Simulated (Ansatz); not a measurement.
# Be2Si, pressure series

Base system: Be2Si (space group Fm-3m, No. 225; a model cell, its experimental status unchecked).

Be2Si is taken in the cubic space group Fm-3m (No. 225), Pearson symbol cF12. Cell: a = 5.2838 Å, b = 5.2838 Å, c = 5.2838 Å, α = 90.00°, β = 90.00°, γ = 90.00°. Si on 4a is surrounded by 8 Be at 2.288 Å (cubic). Be on 8c is coordinated by 4 Si at 2.288 Å (tetrahedral). (Neighbours: up to the widest gap in distance over summed covalent radii, below 1.35, at either atom; cation-cation and far metal-metal contacts left out.)
(The calculation used a cell of 3 atoms; values per cell refer to that cell.)

Cell and atoms are relaxed at each pressure.

Method: Kohn–Sham DFT with the PBE functional, run in Ansatz (a program for electronic structure) with PAW and 420 eV plane waves, scalar-relativistic without spin-orbit coupling.

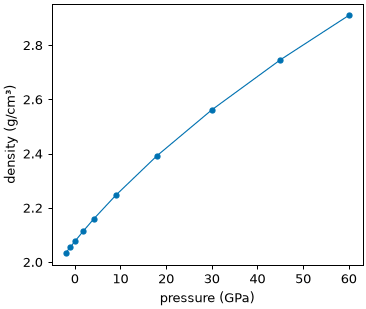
Figure. Density against pressure

```csv
pressure (GPa),density
-2,2.03 g/cm³
-1,2.06 g/cm³
1.8,2.11 g/cm³
4.2,2.16 g/cm³
9,2.25 g/cm³
18,2.39 g/cm³
30,2.56 g/cm³
45,2.75 g/cm³
60,2.91 g/cm³
```

Load acts through the strain it causes; cell and atoms are relaxed under it. Whether these cells are dynamically stable was not tested. Competing high-pressure phases were not computed. The final runs are not spin-polarised.
